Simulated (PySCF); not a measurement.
# C$_{3}$H$_{10}$Si$_{2}$: NMR shielding calculation

System: C$_{3}$H$_{10}$Si$_{2}$.
Method: GIAO PBE0/pcSseg-1 NMR shielding, non-relativistic, gas phase (PySCF 2.14.0).

The geometry comes from this level: GFN2-xTB, coordinate held. Figures and captions count atoms from 1; the log counts them from 0 in places.

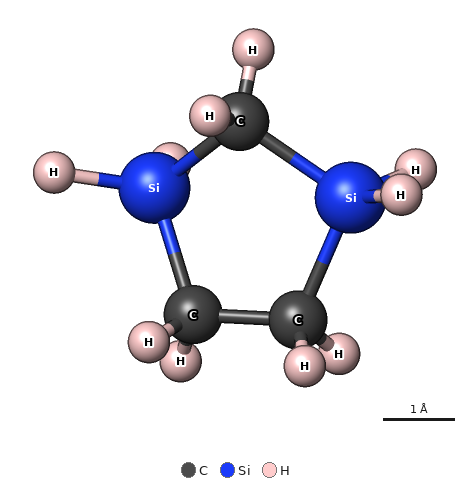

Figure 1. The structure (ball-and-stick view, seen at a tilt). Bond lengths as drawn: C–C 1.54 Å, C–H 1.09 Å, C–Si 1.90 to 1.91 Å and H–Si 1.47 Å.

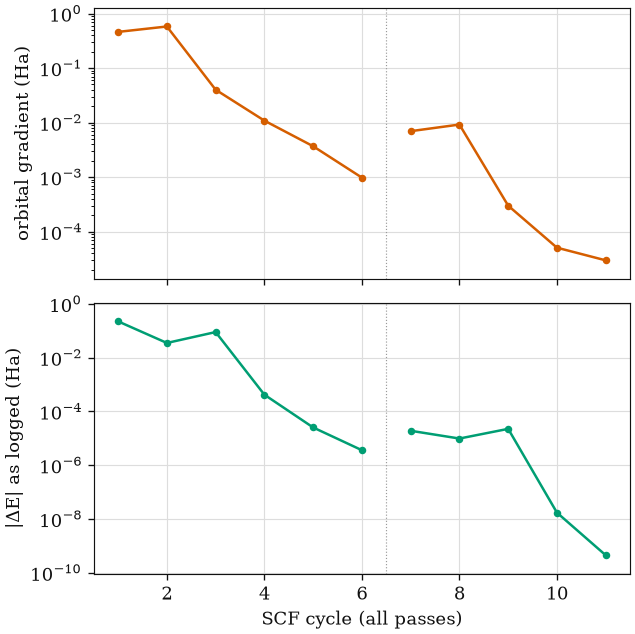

Figure 2. Convergence of the self-consistent field: orbital gradient and size of the energy change against the SCF cycle. The dotted line marks the change from a coarse to the final integration grid. The first 6 cycles use a coarse grid, the final grid takes over at cycle 7, and the field converges after 11 cycles in all.

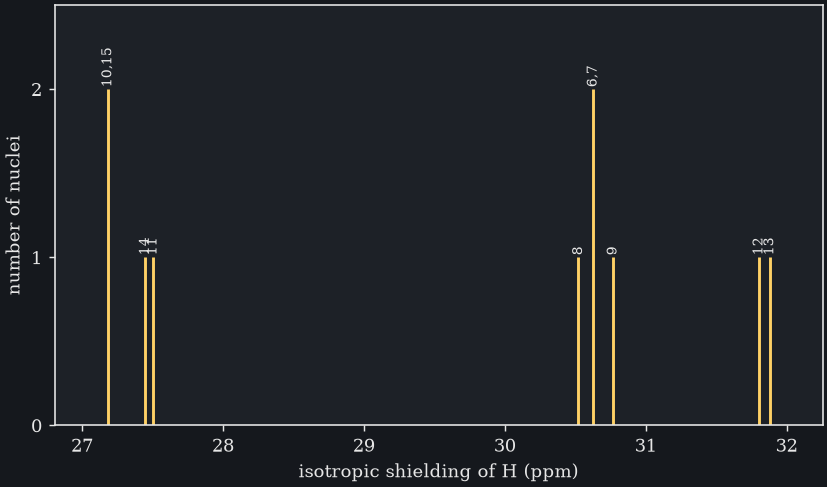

Figure 3. Isotropic shieldings of the hydrogen nuclei in this fixed geometry, labelled by atom number; shielding grows to the right, so chemical shift grows to the left. The least shielded is H10 (27.2 ppm), the most shielded H13 (31.9 ppm).

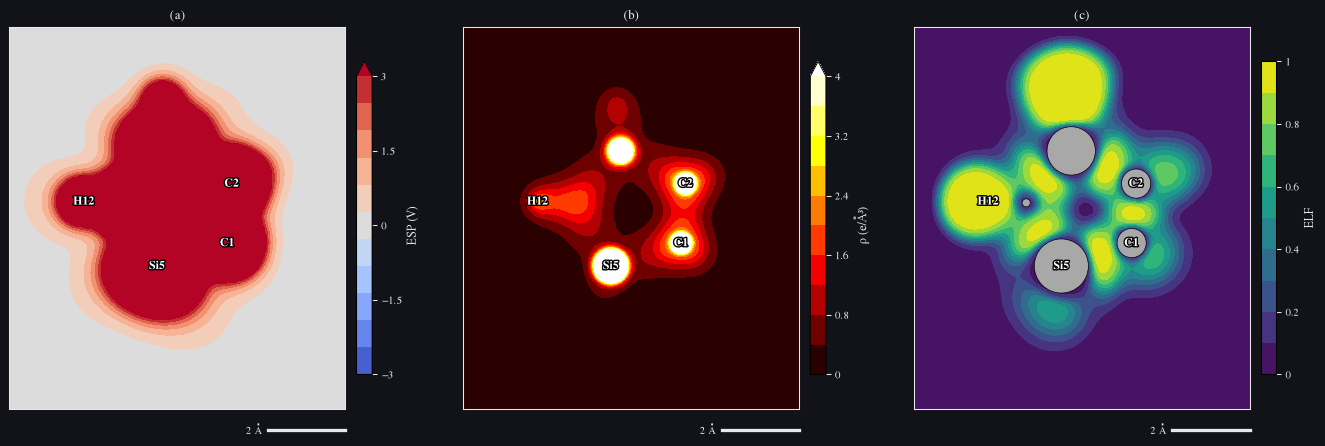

Figure 4. (a) electrostatic potential; (b) total electron density; (c) electron localisation function on the plane of atoms C2, C1 and Si5. Grey discs, where drawn, cover atomic cores. C–C (1.54 Å): ρ is about 1.5 e/Å³ halfway; the ELF peaks at about 0.95 between the atoms, which marks a shared electron pair. C–Si (1.91 Å): ρ at the midpoint is about 0.91 e/Å³; the ELF peaks at about 0.95 between the atoms, which marks a shared electron pair. The potential has no marked negative region in this plane.

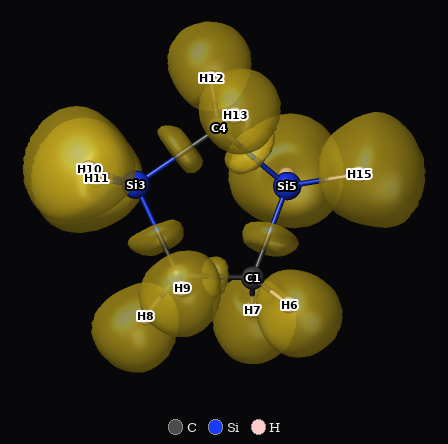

Figure 5. Isosurface of the electron localisation function at 0.85 (yellow), seen at a tilt. Core shells and regions of very low density are left out. The ELF exceeds this value in one region between bonded C–C atoms (shared pairs), four regions between bonded C–Si atoms (shared pairs) and ten regions around hydrogen nuclei. Values along the shortest contacts: C–Si (1.90 Å): the ELF peaks at about 0.95 between the atoms, which marks localised, shared-pair bonding.

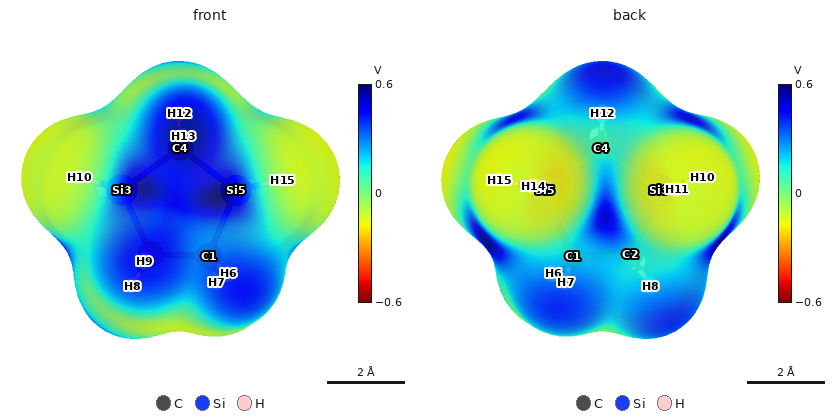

Figure 6. The electrostatic potential painted on the density surface at 0.001 e/bohr³, seen face on and from behind; the colour scale runs from red (negative) to blue (positive).

These pictures come from the run below.

**Input**
```
{"job": {"kind": "nmr", "xc": "PBE0", "basis": "pcSseg-1", "every": 2, "pop": false}, "charge": 0, "multiplicity": 1}
C     -1.449245     0.164884    -0.233333
C     -0.635566     1.184070     0.590377
Si     1.243754     0.883416     0.449234
C      1.234569    -0.984763     0.097509
Si    -0.371147    -1.277315    -0.876852
H     -2.284567    -0.206994     0.360744
H     -1.901520     0.672214    -1.086831
H     -0.901400     2.200447     0.300310
H     -0.918217     1.095570     1.641497
H      1.947896     1.251688     1.683719
H      1.820817     1.629922    -0.675885
H      2.117895    -1.318608    -0.439157
H      1.213784    -1.541376     1.032672
H     -0.135299    -1.146073    -2.320288
H     -0.981542    -2.585784    -0.609299
```

The first line tells a small driver script what to run in PySCF; the rest is the geometry in Å.

Command:
```bash
OMP_NUM_THREADS=1 python <driver script> task.json out
```

**Output**
```
coarse grid: 12712 points
cycle   1  E = -698.8174050796  dE =  2.236e-01  |g| = 4.604e-01  |ddm| = 3.393e+00
cycle   2  E = -698.7822016431  dE =  3.520e-02  |g| = 5.781e-01  |ddm| = 9.100e-01
cycle   3  E = -698.8716668105  dE = -8.947e-02  |g| = 4.009e-02  |ddm| = 5.847e-01
cycle   4  E = -698.8720854228  dE = -4.186e-04  |g| = 1.087e-02  |ddm| = 6.189e-02
cycle   5  E = -698.8721107175  dE = -2.529e-05  |g| = 3.688e-03  |ddm| = 1.496e-02
cycle   6  E = -698.8721143252  dE = -3.608e-06  |g| = 9.804e-04  |ddm| = 4.300e-03
final grid: 111200 points
cycle   7  E = -698.9013052801  dE = -1.905e-05  |g| = 6.970e-03  |ddm| = 1.905e-02
cycle   8  E = -698.9012954789  dE =  9.801e-06  |g| = 9.217e-03  |ddm| = 1.465e-02
cycle   9  E = -698.9013179439  dE = -2.246e-05  |g| = 3.001e-04  |ddm| = 8.574e-03
cycle  10  E = -698.9013179610  dE = -1.716e-08  |g| = 5.098e-05  |ddm| = 3.976e-04
cycle  11  E = -698.9013179615  dE = -4.476e-10  |g| = 2.988e-05  |ddm| = 8.457e-05
converged SCF energy = -698.9013179615

GIAO shielding tensors (ppm)
atom      isotropic    diamagn.    paramagn.     s11        s22        s33       span
  0 C      183.447     251.050     -67.603    163.245    181.891    205.206     41.960
  1 C      180.776     250.838     -70.063    160.294    181.033    201.000     40.706
  2 Si     375.889     880.091    -504.202    303.086    388.990    435.591    132.505
  3 C      198.441     257.261     -58.820    191.649    193.780    209.895     18.246
  4 Si     375.610     880.072    -504.462    302.401    386.603    437.826    135.425
  5 H       30.611      30.621      -0.010     24.409     28.516     38.908     14.500
  6 H       30.640      30.616       0.024     24.733     28.641     38.547     13.815
  7 H       30.522      30.270       0.252     24.607     28.374     38.586     13.979
  8 H       30.767      31.106      -0.339     24.749     28.842     38.710     13.960
  9 H       27.166      28.995      -1.829     23.425     24.719     33.354      9.929
 10 H       27.502      29.349      -1.847     23.866     25.185     33.454      9.588
 11 H       31.802      30.073       1.729     26.467     27.703     41.236     14.769
 12 H       31.879      31.378       0.501     26.698     28.128     40.812     14.114
 13 H       27.447      29.317      -1.870     23.676     25.272     33.393      9.718
 14 H       27.196      28.982      -1.786     23.403     24.889     33.296      9.893
```

**Key numbers**

- outcome: converged
- total energy: −698.901318 hartree
- HOMO: −7.90 eV
- LUMO: 0.71 eV
- dipole moment: 0.50 D
- isotropic shielding, C: 180.8 to 198.4 ppm
- isotropic shielding, Si: 375.6 to 375.9 ppm
- isotropic shielding, H: 27.2 to 31.9 ppm
- hardware: 1 CPU thread, shared host
- wall time: 17 s
- peak memory: 0.72 GiB
